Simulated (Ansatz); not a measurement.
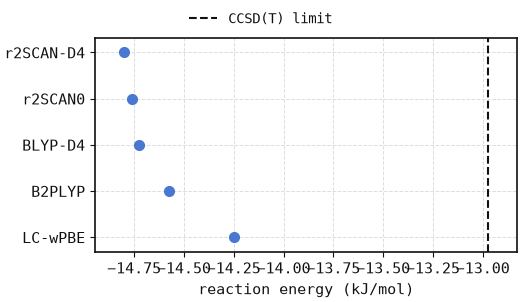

Electronic reaction energy of ZrH₃O₃F ([OH][Zr]([OH])([OH])[F]) + HfIClF₂ ([F][Hf]([F])([Cl])[I]) → ZrH₃O₃I ([OH][Zr]([OH])([OH])[I]) + HfClF₃ ([F][Hf]([F])([F])[Cl]) (SMILES in brackets) at several levels (functionals in def2-TZVPP unless a basis is named), isolated molecules at PBE0-D4 triple-zeta geometries, minima by their frequencies, no zero-point or thermal terms, the Ansatz code 0.2.0. The line is frozen-core CCSD(T) at the basis limit (MP2 extrapolated from triple and quadruple zeta, plus CCSD(T) less MP2 in a smaller set). B2PLYP holds a correlation term that converges slowly with the basis, so part of the distance to the limit is basis error. No dispersion term is added to r2SCAN0, B2PLYP and LC-wPBE. Core potentials past Kr.

Question: What do zero-point energy and temperature add?

Answer: Zero-point change 1.0 kJ/mol; at 298.15 K and 1 bar the CCSD(T) limit plus thermal terms gives an enthalpy of reaction of −12.7 and a free energy of −8.2 kJ/mol (harmonic PBE0-D4 modes, ideal gas).

Question: Give the values.

Answer:
```csv
level,kJ/mol,less CCSD(T) limit
r2SCAN-D4,−14.8,−1.8
r2SCAN0,−14.8,−1.8
BLYP-D4,−14.7,−1.8
B2PLYP,−14.6,−1.6
LC-wPBE,−14.2,−1.3
CCSD(T) limit,−13.0,0.0
```

Note: outer-core shells are correlated without core-valence functions, which makes the correlated values less sure; spin-orbit coupling is left out, and with I and Hf it can shift these values.
